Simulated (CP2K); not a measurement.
# CH3AlO (SMILES [CH3][Al]=[O]): SVWN5/cc-pVDZ (ngrids 4)

Aim: the vertical singlet–triplet gap of CH3AlO at SVWN5/cc-pVDZ (ngrids 4), from 2 runs. 

The calculation is run with CP2K 2026.2.

3 further runs of the same task are left out: 1 that didn't finish, 2 set aside as unsound or not needed.

### 1 Starting point

CH3AlO: 6 atoms, total charge 0, spin state singlet. SMILES: `[CH3][Al]=[O]`. The shape is that of a PBE0-D4/def2-TZVP optimisation.

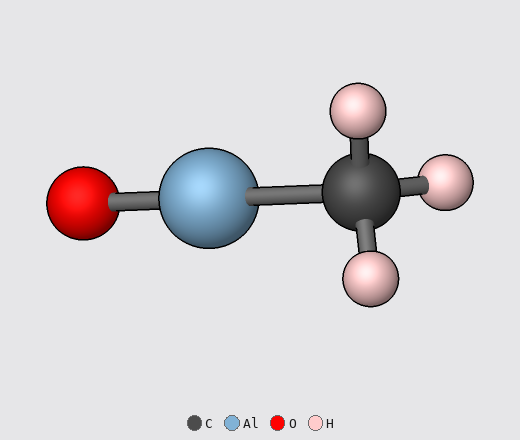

Viewed from a chosen angle; carbon dark grey, aluminium light blue, oxygen red, hydrogen pink.

### 2 Energy and gradient at SVWN5/cc-pVDZ (ngrids 4)

The input, molecule.inp:

```
&FORCE_EVAL
    METHOD Quickstep
    &DFT
        BASIS_SET_FILE_NAME ./cc_pvdz.basis
        POTENTIAL_FILE_NAME POTENTIAL
        &QS
            METHOD GAPW
            EPS_DEFAULT 1.0E-10
        &END QS
        &MGRID
            CUTOFF 280
            REL_CUTOFF 50
            NGRIDS 4
        &END MGRID
        &POISSON
            PERIODIC NONE
            POISSON_SOLVER WAVELET
        &END POISSON
        &SCF
            SCF_GUESS ATOMIC
            EPS_SCF 1.0E-06
            MAX_SCF 150
            ADDED_MOS 3
            &DIAGONALIZATION
                ALGORITHM STANDARD
            &END DIAGONALIZATION
            &MIXING
                METHOD PULAY_MIXING
                ALPHA 0.3
                NBUFFER 8
            &END MIXING
        &END SCF
        &XC
            &XC_FUNCTIONAL
                &LDA_X
                &END LDA_X
                &LDA_C_VWN
                &END LDA_C_VWN
            &END XC_FUNCTIONAL
        &END XC
        &PRINT
            &MOMENTS
                PERIODIC F
                REFERENCE COM
                MAX_MOMENT 1
            &END MOMENTS
            &MO ON
                ENERGIES T
                OCCUPATION_NUMBERS T
                NDIGITS 6
                &EACH
                    QS_SCF 0
                &END EACH
                ADD_LAST NUMERIC
            &END MO
            &HIRSHFELD OFF
            &END HIRSHFELD
        &END PRINT
    &END DFT
    &SUBSYS
        &CELL
            ABC 10.4 10.4 10.4
            PERIODIC NONE
        &END CELL
        &COORD
            SCALED T
            C    0.44937019   0.57036538   0.47611538
            Al   0.55602404   0.44155769   0.55764423
            O    0.64400481   0.33531731   0.62491346
            H    0.49530288   0.66468269   0.48106731
            H    0.35599519   0.57639423   0.52382692
            H    0.43351442   0.54644231   0.37508654
        &END COORD
        &KIND C
            BASIS_SET cc-pVDZ
            POTENTIAL ALL
        &END KIND
        &KIND Al
            BASIS_SET cc-pVDZ
            POTENTIAL ALL
        &END KIND
        &KIND O
            BASIS_SET cc-pVDZ
            POTENTIAL ALL
        &END KIND
        &KIND H
            BASIS_SET cc-pVDZ
            POTENTIAL ALL
        &END KIND
    &END SUBSYS
    &PRINT
        &FORCES ON
        &END FORCES
    &END PRINT
&END FORCE_EVAL

&GLOBAL
    PROJECT_NAME molecule
    RUN_TYPE ENERGY_FORCE
    PRINT_LEVEL MEDIUM
&END GLOBAL
```

On the command line:

```
OMP_NUM_THREADS=1 cp2k.psmp molecule.inp > molecule.out
```

Log:

```text
CP2K| version string:                                       CP2K version 2026.2
[...]
 GLOBAL| Method name                                                        CP2K
[...]
 GLOBAL| Run type                                                   ENERGY_FORCE
[...]
 DFT| Spin restricted Kohn-Sham (RKS) calculation                            RKS
 DFT| Multiplicity                                                             1
[...]
 DFT| Charge                                                                   0
[...]
 FUNCTIONAL| LDA_X:
[...]
 FUNCTIONAL| LDA_C_VWN:
[...]
 QS| Method:                                                                GAPW
[...]
 QS| Density cutoff [a.u.]:                                                140.0
[...]
 QS| Relative density cutoff [a.u.]:                                        25.0
[...]
                             - Atoms:                                          6
[...]
                             - Spherical basis functions:                     61
[...]
 Number of electrons:                                                         30
[...]
     1 NoMix/Diag. 0.30E+00    0.8     1.52041503      -355.7161550730 -3.56E+02
[...]
    17 Pulay/Diag. 0.30E+00    0.6     0.00000074      -355.5867640722  1.25E-05
  *** SCF run converged in    17 steps ***
[...]
  Overlap energy of the core charge distribution:               0.00000263288963
  Self energy of the core charge distribution:               -212.19655496749550
  Core Hamiltonian energy:                                   -145.41248095848078
  Hartree energy:                                              63.87441695057016
  Exchange-correlation energy:                                -11.59457194141336
[...]
  Dipole moment [Debye]
    X= -0.2960244E+01 Y=  0.3574533E+01 Z= -0.2263267E+01  Total=      5.1635947
 ENERGY| Total FORCE_EVAL ( QS ) energy [hartree]           -355.586762279853360
 FORCES| Atomic forces [hartree/bohr]
 FORCES|   Atom     x               y               z               |f|
 FORCES|      1  5.12396799E-03 -6.26948037E-03  3.97687824E-03   9.02091972E-03
 FORCES|      2 -1.66755542E-02  2.01005690E-02 -1.26932133E-02   2.90383306E-02
 FORCES|      3  1.69045791E-02 -2.04057561E-02  1.29315414E-02   2.94853259E-02
 FORCES|      4  6.14957108E-03  1.03337371E-02  1.11999167E-03   1.20771573E-02
 FORCES|      5 -1.03232797E-02 -1.35169109E-04  6.17102328E-03   1.20278802E-02
 FORCES|      6 -1.17376985E-03 -3.67753970E-03 -1.14285030E-02   1.20628651E-02
 FORCES| Sum     5.51449369E-06 -5.36392765E-05  7.77183180E-05
 FORCES| Total atomic force                                       9.45923811E-05
[...]
```

It took 12 s on 1 thread of Arm Neoverse V2, shared host; peak memory 0.92 GiB.

### 3 The triplet at the same level

The input, mol.inp:

```
&GLOBAL
   PROJECT mol
   RUN_TYPE ENERGY_FORCE
   PRINT_LEVEL MEDIUM
&END

&FORCE_EVAL
   METHOD QS
   &DFT
      BASIS_SET_FILE_NAME ./cc_pvdz.basis
      POTENTIAL_FILE_NAME POTENTIAL
      CHARGE 0
      MULTIPLICITY 3
      UKS T
      ! Quickstep
      &QS
         METHOD GAPW
         EPS_DEFAULT 1.0E-10
      &END
      &MGRID
         CUTOFF 280
         REL_CUTOFF 50
         NGRIDS 4
      &END
      ! isolated system
      &POISSON
         PERIODIC NONE
         POISSON_SOLVER WAVELET
      &END
      &SCF
         SCF_GUESS ATOMIC
         EPS_SCF 1.0E-06
         MAX_SCF 50
         &OT ON
            MINIMIZER DIIS
            PRECONDITIONER FULL_ALL
         &END
         &OUTER_SCF
            EPS_SCF 1.0E-06
            MAX_SCF 8
         &END
      &END
      &XC
         &XC_FUNCTIONAL
            &LDA_X
            &END
            &LDA_C_VWN
            &END
         &END
      &END
      ! extra output
      &PRINT
         &MOMENTS
            PERIODIC F
            REFERENCE COM
            MAX_MOMENT 1
         &END
         &MO_CUBES
            NLUMO 3
            NHOMO -1
            WRITE_CUBE F
         &END
         &HIRSHFELD OFF
         &END
      &END
   &END
   &SUBSYS
      &CELL
         ABC [angstrom] 10.4 10.4 10.4
         PERIODIC NONE
      &END
      &COORD
         SCALED T
         C    0.44937019   0.57036538   0.47611538
         Al   0.55602404   0.44155769   0.55764423
         O    0.64400481   0.33531731   0.62491346
         H    0.49530288   0.66468269   0.48106731
         H    0.35599519   0.57639423   0.52382692
         H    0.43351442   0.54644231   0.37508654
      &END
      &KIND C
         BASIS_SET cc-pVDZ
         POTENTIAL ALL
      &END
      &KIND Al
         BASIS_SET cc-pVDZ
         POTENTIAL ALL
      &END
      &KIND O
         BASIS_SET cc-pVDZ
         POTENTIAL ALL
      &END
      &KIND H
         BASIS_SET cc-pVDZ
         POTENTIAL ALL
      &END
   &END
   &PRINT
      &FORCES ON
      &END
   &END
&END
```

On the command line:

```
OMP_NUM_THREADS=1 cp2k.psmp -i mol.inp -o mol.out
```

Log (excerpt; [...] marks lines left out):

```text
CP2K| version string:                                       CP2K version 2026.2
[...]
 GLOBAL| Method name                                                        CP2K
[...]
 GLOBAL| Run type                                                   ENERGY_FORCE
[...]
 DFT| Spin unrestricted (spin-polarized) Kohn-Sham calculation               UKS
 DFT| Multiplicity                                                             3
[...]
 DFT| Charge                                                                   0
[...]
 FUNCTIONAL| LDA_X:
[...]
 FUNCTIONAL| LDA_C_VWN:
[...]
 QS| Method:                                                                GAPW
[...]
 QS| Density cutoff [a.u.]:                                                140.0
[...]
 QS| Relative density cutoff [a.u.]:                                        25.0
[...]
                             - Atoms:                                          6
[...]
                             - Spherical basis functions:                     61
[...]
 Number of electrons:                                                         16
[...]
     1 OT DIIS     0.15E+00    1.0     0.22985874      -337.7421627593 -3.38E+02
[...]
    15 OT DIIS     0.15E+00    0.8     0.00000072      -355.4275076352 -8.96E-10
  *** SCF run converged in    15 steps ***
[...]
  Overlap energy of the core charge distribution:               0.00000263288963
  Self energy of the core charge distribution:               -212.19655496749550
  Core Hamiltonian energy:                                   -145.24947618788445
  Hartree energy:                                              63.89983252801750
  Exchange-correlation energy:                                -11.58255601707438
[...]
  Dipole moment [Debye]
    X= -0.1113137E+01 Y=  0.1390360E+01 Z= -0.1116474E+01  Total=      2.1020678
[...]
 WARNING : did not converge in ot_eigensolver
 number of iterations          299  exceeded maximum
 current gradient / target gradient   1.0434746139114878E-004  /    1.0000000000000001E-005
[...]
 HOMO - LUMO gap [eV] :    0.019127
 ENERGY| Total FORCE_EVAL ( QS ) energy [hartree]           -355.427507635815687
[...]
```

Run time: 59 s. Hardware: 1 thread of Arm Neoverse V2, shared host; peak memory 0.62 GiB.

### 4 Summary of results

Level: SVWN5/cc-pVDZ (ngrids 4).

| quantity | value |
| --- | --- |
| singlet: total energy | -355.58676 Eh |
| singlet: dipole moment | 5.16 D |
| singlet: HOMO energy | -6.05 eV |
| singlet: LUMO energy | -2.20 eV |
| singlet: HOMO–LUMO gap | 3.85 eV |
| singlet: largest force on an atom | 1.516 eV/Å |
| triplet: total energy | -355.42751 Eh |
| triplet: dipole moment | 2.10 D |
| triplet: HOMO energy (highest over α and β) | -2.89 eV |
| triplet: ⟨S²⟩ | 2.002 |
| triplet: largest force on an atom | 6.671 eV/Å |
| vertical energy of the triplet above the singlet | 4.334 eV |

At this shape the triplet lies 4.33 eV (418 kJ/mol) above the singlet. The largest force (singlet) is 1.52 eV/Å: the shape isn't a stationary point for this species at this level.
